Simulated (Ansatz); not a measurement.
Formation energies in the Si–W system, lowest calculated structure of each composition. These are PBE (plane waves to 420 eV, PAW, scalar-relativistic; Ansatz, a program for electronic structure) values and carry that method's errors. Element references, the lowest calculated here: Si (Fd-3m), W (Im-3m).

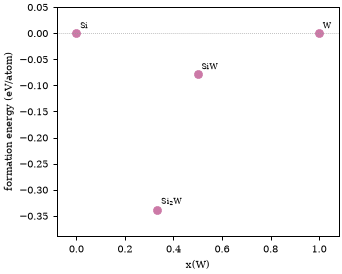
Figure: Formation energy against composition

Q: Which compounds are stable against decomposition?

A: For SiW a lower structure may exist, so the energies are upper bounds and are not judged. On the hull: Si2W.

```json
[
 {"phase": "Si", "x(W)": "0.000", "space group": "Fd-3m", "E_f (eV/atom)": "0.00", "above hull (eV/atom)": "0.00"},
 {"phase": "Si2W", "x(W)": "0.333", "space group": "I4/mmm", "E_f (eV/atom)": "-0.34", "above hull (eV/atom)": "0.00"},
 {"phase": "SiW", "x(W)": "0.500", "space group": "P-6m2", "E_f (eV/atom)": "-0.08", "above hull (eV/atom)": "0.18"},
 {"phase": "W", "x(W)": "1.000", "space group": "Im-3m", "E_f (eV/atom)": "0.00", "above hull (eV/atom)": "0.00"}
]
```

This is the hull of the energies calculated here, no anion corrections; phases that were not calculated are missing from it. Values are rounded to 0.01 eV/atom. Not shown to be the ambient phase of their composition (a lower form may be missing, and a cell relaxed within its start's symmetry can be a saddle point): SiW (P-6m2). Spin-orbit coupling is missing from these energies, which matters for elements this heavy. The compounds carry no spin polarisation.
